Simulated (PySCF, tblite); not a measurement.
# 1,1,1-trifluorobutane (C₄H₇F₃): a rotation path, then NMR shifts on frames

Aim: move 1,1,1-trifluorobutane (C₄H₇F₃) (`CCCC(F)(F)F`) away from its starting geometry and see how NMR shifts follow the geometry.

Programs: tblite 0.8.0 and PySCF 2.14.0, with density-fitted response routines of our own. Each step states its level of theory. These are calculated values for one molecule in the gas phase, unless marked as measured. Atoms are numbered from 0 throughout.

## Step 1: The starting structure

14 atoms, charge 0, multiplicity 1; geometry from: GFN2-xTB.

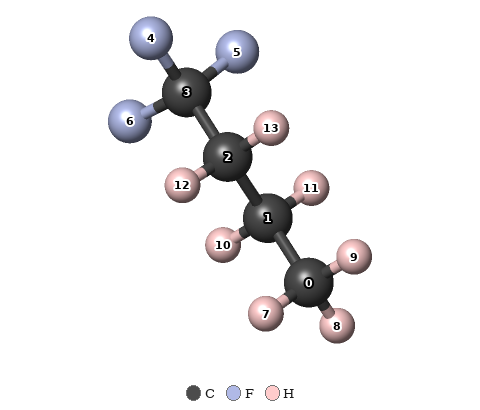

As it starts; carbon dark grey, fluorine light blue, hydrogen pink, atoms numbered; sticks join atoms by distance.

## Step 2: The rotation path with GFN2-xTB

What the job is given:

```
{"job": {"kind": "neb", "xc": "GFN2-xTB", "basis": "xTB", "atoms": [1, 2, 3, 4], "turn": 120}, "charge": 0, "multiplicity": 1}
C      1.960828    -0.014788    -0.042626
C      0.536900    -0.552587    -0.001853
C     -0.474317     0.559082    -0.285402
C     -1.894054     0.037866    -0.249179
F     -2.793169     1.006477    -0.495024
F     -2.116512    -0.922717    -1.159604
F     -2.220636    -0.486265     0.942337
H      2.096630     0.764030     0.703745
H      2.670655    -0.811954     0.159210
H      2.183343     0.403659    -1.021185
H      0.332464    -0.981788     0.980783
H      0.420322    -1.342733    -0.745915
H     -0.396471     1.351187     0.461680
H     -0.306661     0.990059    -1.274112
```

Method: GFN2-xTB climbing-image nudged elastic band, gas phase.

Started as:

```
$ OMP_NUM_THREADS=1 python probes_run.py task.json out
```

The driver reads the jobs from task.json and runs them one after another.

The log of the run:

```text
image   E - E0 / eV
  0       0.0000
  1       0.0143
  2       0.0479
  3       0.0800
  4       0.0939
  5       0.0827
  6       0.0519
  7       0.0173
  8      -0.0000
```

It took 1.2 s on 1 thread of Arm Neoverse V2, shared host; peak memory 0.18 GiB.

The final band, with the dihedral C1–C2–C3–F4:

| image | dihedral (°) | energy (eV) | energy (kcal/mol) |
| --- | --- | --- | --- |
| 0 | 180 | 0.000 | 0.0 |
| 1 | 194 | 0.014 | 0.3 |
| 2 | 209 | 0.048 | 1.1 |
| 3 | 224 | 0.080 | 1.8 |
| 4 | 239 | 0.094 | 2.2 |
| 5 | 255 | 0.083 | 1.9 |
| 6 | 269 | 0.052 | 1.2 |
| 7 | 284 | 0.017 | 0.4 |
| 8 | 300 | 0.000 | 0.0 |

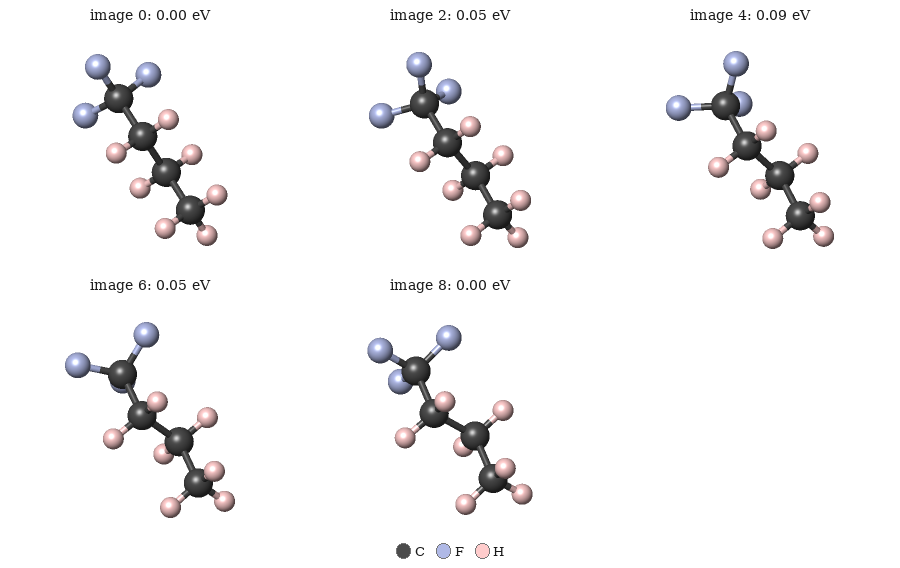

Images along the band.

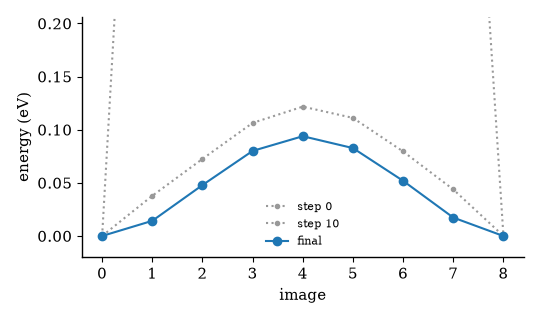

Energy along the band, early and final.

## Step 3: NMR shieldings: image 0, PBE0/pcSseg-1

What the job is given:

```
{"job": {"kind": "nmr", "xc": "PBE0", "basis": "pcSseg-1", "pop": false}, "charge": 0, "multiplicity": 1}
C      1.960800    -0.014800    -0.042600
C      0.536900    -0.552600    -0.001900
C     -0.474300     0.559100    -0.285400
C     -1.894100     0.037900    -0.249200
F     -2.793200     1.006500    -0.495000
F     -2.116500    -0.922700    -1.159600
F     -2.220600    -0.486300     0.942300
H      2.096600     0.764000     0.703700
H      2.670700    -0.812000     0.159200
H      2.183300     0.403700    -1.021200
H      0.332500    -0.981800     0.980800
H      0.420300    -1.342700    -0.745900
H     -0.396500     1.351200     0.461700
H     -0.306700     0.990100    -1.274100
```

Method: GIAO PBE0/pcSseg-1 NMR shielding, non-relativistic, gas phase.

The log of the run:

```text
coarse grid: 11944 points
cycle   1  E = -455.4843937248  dE =  8.628e-01  |g| = 8.872e-01  |ddm| = 3.098e+00
cycle   2  E = -455.3655268838  dE =  1.189e-01  |g| = 1.280e+00  |ddm| = 1.038e+00
cycle   3  E = -455.6210834922  dE = -2.556e-01  |g| = 6.053e-02  |ddm| = 6.122e-01
cycle   4  E = -455.6216375855  dE = -5.541e-04  |g| = 3.481e-02  |ddm| = 6.395e-02
cycle   5  E = -455.6219062210  dE = -2.686e-04  |g| = 4.449e-03  |ddm| = 2.752e-02
cycle   6  E = -455.6219104965  dE = -4.275e-06  |g| = 9.855e-04  |ddm| = 4.433e-03
final grid: 117248 points
cycle   7  E = -455.6814346049  dE = -4.589e-05  |g| = 8.557e-03  |ddm| = 2.498e-02
cycle   8  E = -455.6814266653  dE =  7.940e-06  |g| = 1.084e-02  |ddm| = 1.383e-02
cycle   9  E = -455.6814517828  dE = -2.512e-05  |g| = 8.093e-04  |ddm| = 7.287e-03
cycle  10  E = -455.6814518779  dE = -9.506e-08  |g| = 2.404e-04  |ddm| = 5.903e-04
cycle  11  E = -455.6814518867  dE = -8.784e-09  |g| = 6.279e-05  |ddm| = 1.558e-04
cycle  12  E = -455.6814518875  dE = -8.010e-10  |g| = 1.203e-05  |ddm| = 5.078e-05
converged SCF energy = -455.6814518875

GIAO shielding tensors (ppm)
atom      isotropic    diamagn.    paramagn.     s11        s22        s33       span
  0 C      171.099     246.212     -75.113    161.421    164.145    187.732     26.311
  1 C      166.591     248.688     -82.096    157.760    169.795    172.220     14.460
  2 C      145.696     251.524    -105.828    125.033    141.811    170.245     45.212
  3 C       50.939     242.466    -191.527     46.393     48.782     57.640     11.247
  4 F      250.526     470.938    -220.412    159.613    247.940    344.026    184.413
  5 F      261.075     473.936    -212.861    170.342    267.967    344.915    174.573
  6 F      260.938     474.605    -213.666    170.151    267.859    344.805    174.654
  7 H       30.813      29.680       1.133     26.469     28.973     36.997     10.528
  8 H       30.332      28.402       1.930     25.636     27.520     37.839     12.203
  9 H       30.811      29.480       1.331     26.467     28.974     36.992     10.525
 10 H       30.054      31.751      -1.697     24.526     30.646     34.990     10.464
 11 H       30.059      31.515      -1.456     24.532     30.652     34.994     10.462
 12 H       29.764      31.418      -1.654     25.720     29.954     33.617      7.897
 13 H       29.769      31.109      -1.340     25.723     29.959     33.626      7.904
```

Run time: 11 s. Hardware: 1 thread of Arm Neoverse V2, shared host; peak memory 0.72 GiB.

Shifts follow as δ = σ(reference) − σ, with reference shieldings (ppm) from runs at the same level and on the same kind of geometry: 1H TMS 31.72, 13C TMS 186.9, 19F CFCl3 170.9. The references are single molecules in the gas phase, so shifts against H2O, NH3, PH3, H3PO4 or CFCl3 are not on the usual liquid scales and can be off by tens of ppm. Each atom is listed at this fixed geometry, with no averaging over motion; a spectrum would average atoms that exchange fast.

| atoms | environment | σ (ppm) | δ (ppm) |
| --- | --- | --- | --- |
| C3 | CF3 carbon | 50.9 | 136.0 |
| C2 | sp3 CH2 | 145.7 | 41.2 |
| C1 | sp3 CH2 | 166.6 | 20.3 |
| C0 | methyl carbon | 171.1 | 15.8 |
| H12 | hydrogen on an sp3 CH2 | 29.76 | 1.95 |
| H13 | hydrogen on an sp3 CH2 | 29.77 | 1.95 |
| H10 | hydrogen on an sp3 CH2 | 30.05 | 1.66 |
| H11 | hydrogen on an sp3 CH2 | 30.06 | 1.66 |
| H8 | hydrogen on a methyl carbon | 30.33 | 1.39 |
| H9 | hydrogen on a methyl carbon | 30.81 | 0.91 |
| H7 | hydrogen on a methyl carbon | 30.81 | 0.90 |
| F4 | fluorine of a CF3 group | 250.5 | -79.6 |
| F6 | fluorine of a CF3 group | 260.9 | -90.0 |
| F5 | fluorine of a CF3 group | 261.1 | -90.1 |

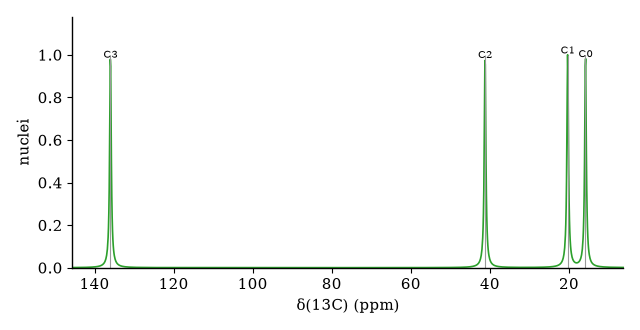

13C lines at the computed shifts, without couplings. Lines are broadened to a width of 0.48 ppm (Lorentzian).

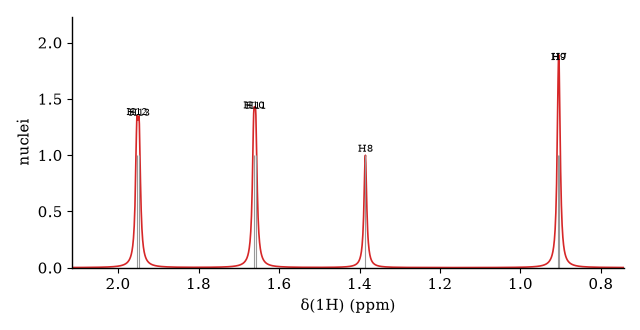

1H lines at the computed shifts, without couplings. Lines are broadened to a width of 0.01 ppm (Lorentzian).

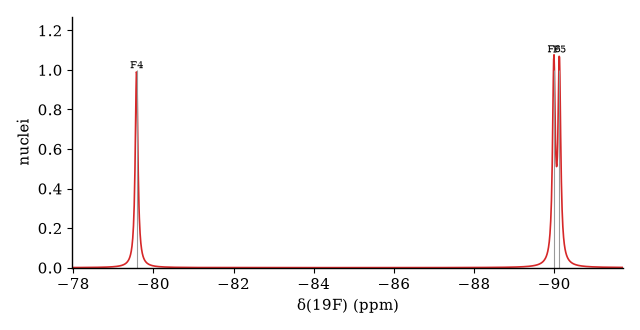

19F lines at the computed shifts, without couplings. Lines are broadened to a width of 0.08 ppm (Lorentzian).

## Step 4: NMR shieldings: image 2, PBE0/pcSseg-1

What the job is given:

```
{"job": {"kind": "nmr", "xc": "PBE0", "basis": "pcSseg-1", "pop": false}, "charge": 0, "multiplicity": 1}
C      1.964800    -0.015300    -0.057900
C      0.544700    -0.565900    -0.085200
C     -0.476800     0.565400    -0.213900
C     -1.902400     0.043200    -0.217900
F     -2.728700     0.834200    -0.924200
F     -2.015600    -1.182200    -0.750800
F     -2.420700    -0.039600     1.018200
H      2.103400     0.648400     0.792500
H      2.681000    -0.828100     0.018400
H      2.172000     0.541700    -0.968400
H      0.347400    -1.136100     0.824500
H      0.432900    -1.242200    -0.934300
H     -0.386700     1.266300     0.618500
H     -0.316000     1.109700    -1.146700
```

Method: GIAO PBE0/pcSseg-1 NMR shielding, non-relativistic, gas phase.

The log of the run:

```text
coarse grid: 11944 points
cycle   1  E = -455.4802055597  dE =  8.617e-01  |g| = 8.898e-01  |ddm| = 3.093e+00
cycle   2  E = -455.3595506133  dE =  1.207e-01  |g| = 1.286e+00  |ddm| = 1.046e+00
cycle   3  E = -455.6178462783  dE = -2.583e-01  |g| = 6.052e-02  |ddm| = 6.160e-01
cycle   4  E = -455.6184005392  dE = -5.543e-04  |g| = 3.501e-02  |ddm| = 6.420e-02
cycle   5  E = -455.6186725600  dE = -2.720e-04  |g| = 4.428e-03  |ddm| = 2.756e-02
cycle   6  E = -455.6186767716  dE = -4.212e-06  |g| = 9.981e-04  |ddm| = 4.405e-03
final grid: 117248 points
cycle   7  E = -455.6785998750  dE = -4.796e-05  |g| = 8.408e-03  |ddm| = 2.503e-02
cycle   8  E = -455.6785923797  dE =  7.495e-06  |g| = 1.057e-02  |ddm| = 1.347e-02
cycle   9  E = -455.6786165482  dE = -2.417e-05  |g| = 8.246e-04  |ddm| = 7.156e-03
cycle  10  E = -455.6786166445  dE = -9.637e-08  |g| = 2.313e-04  |ddm| = 5.921e-04
cycle  11  E = -455.6786166525  dE = -7.966e-09  |g| = 6.730e-05  |ddm| = 1.554e-04
cycle  12  E = -455.6786166534  dE = -9.284e-10  |g| = 1.092e-05  |ddm| = 5.373e-05
converged SCF energy = -455.6786166534

GIAO shielding tensors (ppm)
atom      isotropic    diamagn.    paramagn.     s11        s22        s33       span
  0 C      171.131     246.274     -75.143    161.797    163.912    187.684     25.887
  1 C      165.762     248.239     -82.477    156.094    168.038    173.155     17.060
  2 C      144.573     251.856    -107.282    122.717    137.565    173.437     50.720
  3 C       51.118     241.910    -190.791     46.706     49.916     56.733     10.028
  4 F      244.327     470.863    -226.536    161.017    230.034    341.929    180.912
  5 F      258.641     474.727    -216.086    172.278    269.181    334.464    162.185
  6 F      251.293     473.301    -222.007    165.516    241.718    346.647    181.131
  7 H       30.818      29.661       1.157     26.443     28.959     37.052     10.609
  8 H       30.337      28.398       1.939     25.640     27.561     37.808     12.168
  9 H       30.834      29.515       1.319     26.529     29.002     36.970     10.441
 10 H       30.152      31.690      -1.537     24.968     30.466     35.023     10.056
 11 H       29.934      31.526      -1.592     24.266     30.675     34.860     10.595
 12 H       29.597      31.386      -1.789     25.702     30.036     33.052      7.349
 13 H       29.607      31.290      -1.683     25.143     30.313     33.365      8.222
```

It took 11 s on 1 thread of Arm Neoverse V2, shared host; peak memory 0.75 GiB.

Key values: δ C3 135.8, C2 42.4, C1 21.2, C0 15.8, H12 2.12, H13 2.11 ppm.

(Part 1 of 2 ends here.)
